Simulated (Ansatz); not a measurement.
# C₄H₈Si: small, medium and large basis sets

How large a basis does C₄H₈Si need? Two functionals are run in growing sets.

Method: one geometry, several basis sets; program: Ansatz 0.2.0, Gaussian basis.

The runs, in order: PBE0-D4/def2-SVP; ωB97M-V/def2-SVP; PBE0-D4/def2-QZVPP; ωB97M-V/def2-QZVPP; the functionals' def2-TZVPP values are taken from earlier runs.

## (1) Structure used throughout

All runs share one geometry, relaxed beforehand with PBE0-D4 in a triple-zeta def2 set.

SMILES `C#CC(C)[SiH3]`, 13 atoms, charge 0, spin multiplicity 1.

Atoms are counted from 1 here; the program's logs count them from 0.

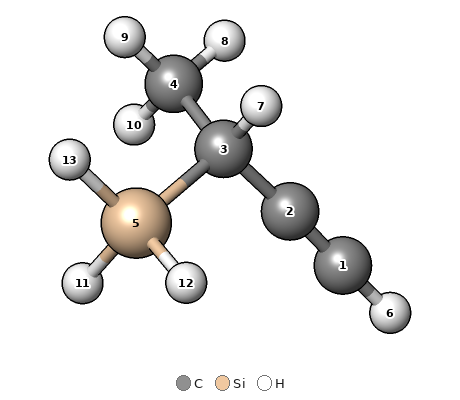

The structure; carbon grey, silicon light orange, hydrogen white; atoms are numbered from 1 in the order of the file.

## (2) PBE0-D4 in def2-SVP

File in.yaml:

```yaml
crystal:
  periodic: [false, false, false]
  atoms:
    - {symbol: C, position_ang: [-1.683017, 1.916073, 0.008250]}
    - {symbol: C, position_ang: [-0.733121, 1.189051, -0.111306]}
    - {symbol: C, position_ang: [0.378185, 0.269447, -0.238668]}
    - {symbol: C, position_ang: [1.147352, 0.089447, 1.074985]}
    - {symbol: Si, position_ang: [-0.289544, -1.384443, -0.887849]}
    - {symbol: H, position_ang: [-2.517654, 2.568176, 0.109070]}
    - {symbol: H, position_ang: [1.061009, 0.650584, -1.008655]}
    - {symbol: H, position_ang: [1.541148, 1.044919, 1.427720]}
    - {symbol: H, position_ang: [1.984614, -0.598970, 0.940376]}
    - {symbol: H, position_ang: [0.496578, -0.311665, 1.854616]}
    - {symbol: H, position_ang: [-1.228338, -1.958235, 0.109813]}
    - {symbol: H, position_ang: [-0.987123, -1.186015, -2.182858]}
    - {symbol: H, position_ang: [0.850310, -2.322969, -1.080794]}
basis:
  gaussian: {orbitals: def2-SVP}
hamiltonian: {xc: pbe0, dispersion: d4}
output: {orbitals: {seedname: orbitals}}
```

Started as:

```bash
$ ansatz run in.yaml --threads 4 --pin off --events-out ev --progress --plain --max-ram 10444MiB
```

After this run come: ωB97M-V in def2-SVP; PBE0-D4 in def2-QZVPP; ωB97M-V in def2-QZVPP.

Q: Predict the results of all the runs planned. Wanted: PBE0-D4: double and triple zeta above quadruple; ωB97M-V: double and triple zeta above quadruple.

**Answer**, as computed:

```
                                       quantity          value
PBE0-D4: double and triple zeta above quadruple  7.92, 0.51 eV
ωB97M-V: double and triple zeta above quadruple  8.18, 0.47 eV
```

What this shows: For PBE0-D4 the step from double to triple zeta gains 7.41 eV and the next only 0.51 eV. These are total energies; as a rule much of such shifts cancels in differences, which this series doesn't test. The LUMO of ωB97M-V is positive and keeps falling with the basis (2.72 to 1.51 eV): an unbound level that the basis holds in place.
